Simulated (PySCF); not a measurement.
Consider C5H10OS (charge −1, doublet).

```xyz
17

C    -2.2693    0.1024   -0.6403
C    -1.6553   -1.0728    0.1005
S    -0.9355   -0.6073    1.7054
C     0.7283    0.4439    0.8696
C     1.5560   -0.2513   -0.1765
C     2.6311    0.7682   -0.3557
O     2.6719    1.6328   -1.2567
H    -3.0077    0.5937   -0.0086
H    -1.5013    0.8269   -0.8991
H    -2.7556   -0.2324   -1.5590
H    -0.8753   -1.5476   -0.4971
H    -2.4203   -1.8179    0.3328
H     1.2683    0.6088    1.7959
H     0.2651    1.3593    0.5194
H     1.0032   -0.3970   -1.1058
H     1.9349   -1.2086    0.1940
H     3.3545    0.8108    0.4837
```

Geometry: GFN2-xTB.

The calculation used UKS B3LYP, pcH-1 on C H O S, non-relativistic, mean-field spin-orbit, GIAO (PySCF).

Q: What will maps of the electron density, electron localisation function and spin density show?

A: C–C (1.49 Å): the density is about 1.7 e/Å³ at the midpoint; the ELF peaks at about 0.95 between the atoms; a covalent bond.
The unpaired spin (1 electron) lies mostly on S3 (about 0.2), O7 (about 0.2), C6 (about 0.2) and C4 (about 0.2), in electrons by Hirshfeld's partition.

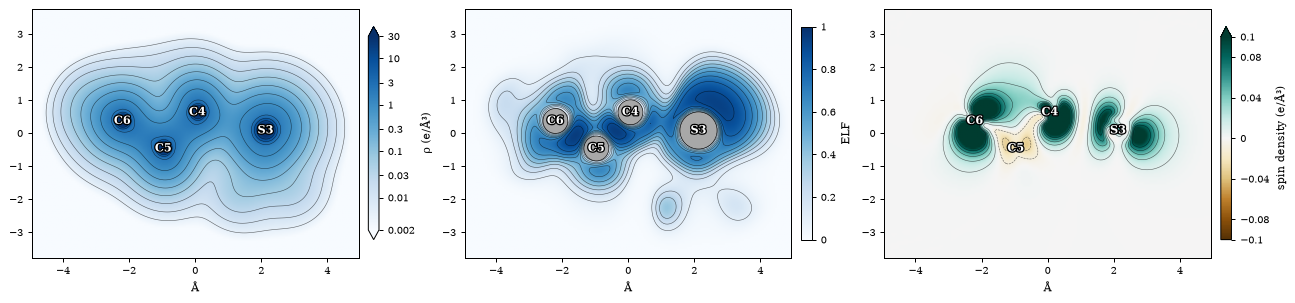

Computed electron density, electron localisation function and spin density on the plane of atoms C4, C5 and C6, in this order. Grey discs cover the atomic cores in the ELF map. 
